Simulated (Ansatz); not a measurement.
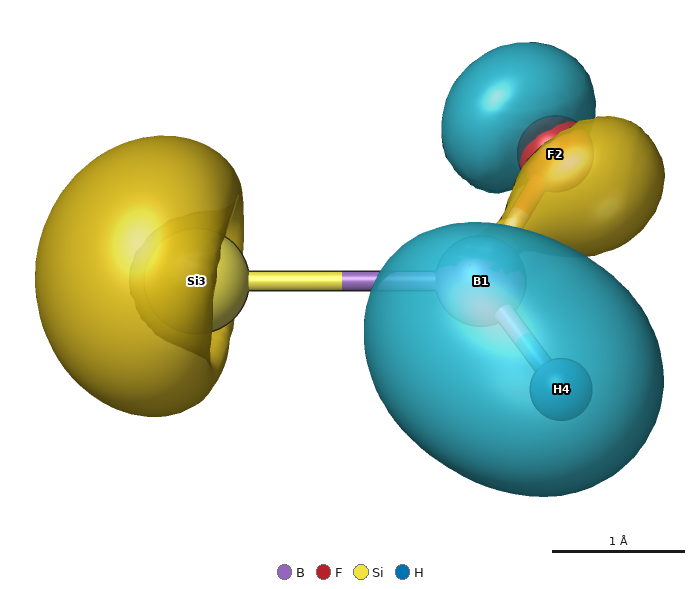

*BFHSi (charge +1). The HOMO−1 at ±0.15 Å⁻³ᐟ² (yellow and cyan are the two phases), seen at a tilt.*

Geometry: B3LYP-D4/def2-TZVP.

All numbers below come from Ansatz, isolated molecule in a Gaussian basis; Kohn-Sham density functional theory, functional PBE0.

Where does this orbital lie, and at what energy?

It lies mainly on B1 (about 30 %), Si3 (about 25 %), H4 (about 25 %) and F2 (about 20 %); it is symmetric in the molecular plane (an in-plane orbital: σ, lone-pair or in-plane π type). Its energy is −17.01 eV.
